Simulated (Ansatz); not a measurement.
# CCSD/cc-pVDZ run of As4 (arsenic tetramer)

Aim: the vertical singlet–triplet gap of As4 (arsenic tetramer) at CCSD/cc-pVDZ, from 2 runs. 

The results are computed with Ansatz 0.2.0.

24 further runs of the same task are left out: 7 that didn't finish, 17 set aside as unsound or not needed. Runs told in other sessions of the task aren't counted.

**1. Starting point**

The species is As4 (4 atoms), meant as a singlet with charge 0. As SMILES, `[As]12[As]3[As]1[As]23`. The coordinates come from a PBE0-D4/def2-TZVP relaxation.

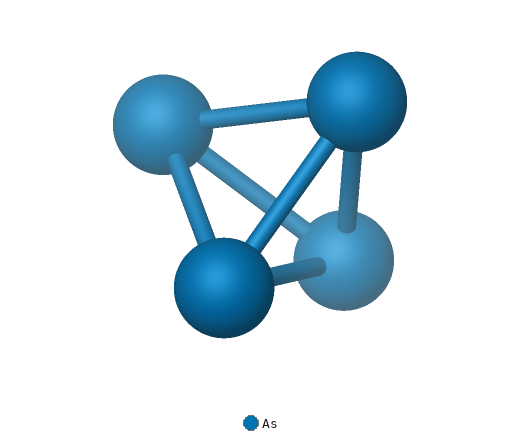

Viewed from a chosen angle; arsenic blue.

**2. The energy at CCSD/cc-pVDZ**

The input, in.yaml:

```yaml
crystal:
  periodic: [false, false, false]
  atoms:
    - {symbol: As, position_ang: [0.408230, -1.037610, 0.980150]}
    - {symbol: As, position_ang: [-0.244980, 1.281220, 0.708840]}
    - {symbol: As, position_ang: [-1.243230, -0.430680, -0.687660]}
    - {symbol: As, position_ang: [1.079970, 0.187070, -1.001320]}
basis:
  gaussian: {orbitals: cc-pVDZ}
accuracy: high
correlation: {method: ccsd, frozen_orbitals: {As: 9}}
scf: {omitted_lower_state_checks: [cluster_reference, increment]}
```

On the command line:

```
$ ansatz run in.yaml --threads 1 --pin off --max-ram 3480MiB --events-out events.jsonl --progress --plain --runs-dir runs
```

The program printed, cut to the lines that bear on the results:

```text
Warning: RAYON_NUM_THREADS=1 ignored (pool sized by the plan → 1); use --threads N
Functional definition: HF
  name "HF"
[...]
2312 factors; integrals over basis functions are off by at most 4.5e-9 eV
[...]
mean field -243181.70760109 eV, -8936.7629198584 hartree, gradient 2.2e-8 eV, S^2 0.000000; 0 other end points of the search recorded, 0 dependent functions left out
36 core orbitals not correlated: weight in the atoms' cores, before any rotation towards them, 1.000 or more for the frozen orbitals, at most 0.000 for the correlated occupied ones
reference -243181.70760109 eV, -8936.7629198584 hartree; 30, 30 occupied and 42, 42 virtual orbitals, 2312 factors
second order -13.44290582 eV of doubles, -0.00000000 eV of singles
cycle   1  -13.06108010 eV  change    3.8e-1 eV  update   1.3e-1
[...]
cycle  18  -13.69757631 eV  change    5.8e-9 eV  update   4.1e-9
Total energy: -243195.40517740 eV, -8937.2662965032 hartree
Checks for a lower state left out: cluster_reference, increment
```

Run time: 12 s. Hardware: 1 thread of Intel Xeon Platinum 8559C (Emerald Rapids), shared host; peak memory 0.57 GiB.

**3. The triplet**

The input, job.yaml:

```yaml
crystal:
  periodic: [false, false, false]
  atoms:
    - symbol: As
      position_ang: [0.408230, -1.037610, 0.980150]
    - symbol: As
      position_ang: [-0.244980, 1.281220, 0.708840]
    - symbol: As
      position_ang: [-1.243230, -0.430680, -0.687660]
    - symbol: As
      position_ang: [1.079970, 0.187070, -1.001320]
basis:
  gaussian:
    orbitals: cc-pVDZ
magnetization:
  spin_polarized: true
  initial_magnetization: 2
correlation:
  method: ccsd
  frozen_orbitals: {As: 9}
accuracy: high
scf:
  omitted_lower_state_checks: [cluster_reference, increment]
```

On the command line:

```
$ ansatz run job.yaml --threads 1 --pin off --max-ram 3480MiB --events-out events.jsonl --progress --plain --runs-dir runs
```

The program printed, cut to the lines that bear on the results:

```text
Warning: RAYON_NUM_THREADS=1 ignored (pool sized by the plan → 1); use --threads N
[... 2 set-up lines as earlier in the session ...]
[...]
2312 factors; integrals over basis functions are off by at most 4.5e-9 eV
[...]
mean field -243178.11649927 eV, -8936.6309493007 hartree, gradient 2.9e-8 eV, S^2 2.042332; 19 other end points of the search recorded, 0 dependent functions left out
36 core orbitals not correlated: weight in the atoms' cores, before any rotation towards them, 1.000 or more for the frozen orbitals, at most 0.000 for the correlated occupied ones
reference -243178.11649927 eV, -8936.6309493007 hartree; 31, 29 occupied and 41, 43 virtual orbitals, 2312 factors
second order -12.62588749 eV of doubles, -0.00000000 eV of singles
cycle   1  -12.52182180 eV  change    1.0e-1 eV  update   1.3e-1
[...]
cycle  38  -13.17072950 eV  change   6.9e-11 eV  update   4.6e-9
Total energy: -243191.28722877 eV, -8937.1149646823 hartree
Checks for a lower state left out: cluster_reference, increment
```

It took 3.3 min on 1 thread of Intel Xeon Platinum 8559C (Emerald Rapids), shared host; peak memory 1 GiB.

**4. What came out**

At CCSD/cc-pVDZ, 36 core orbitals frozen:

| quantity | value |
| --- | --- |
| singlet: total energy | -8937.26630 Eh |
| singlet: correlation energy (36 core orbitals frozen) | -503.4 mEh |
| singlet: T1 diagnostic | 0.010 |
| triplet: total energy | -8937.11496 Eh |
| triplet: correlation energy (36 core orbitals frozen) | -484.0 mEh |
| triplet: ⟨S²⟩ of the reference determinant | 2.042 |
| triplet: T1 diagnostic | 0.019 |
| vertical energy of the triplet above the singlet | 4.118 eV |

What this shows: At this shape the triplet lies 4.12 eV (95 kcal/mol) above the singlet.
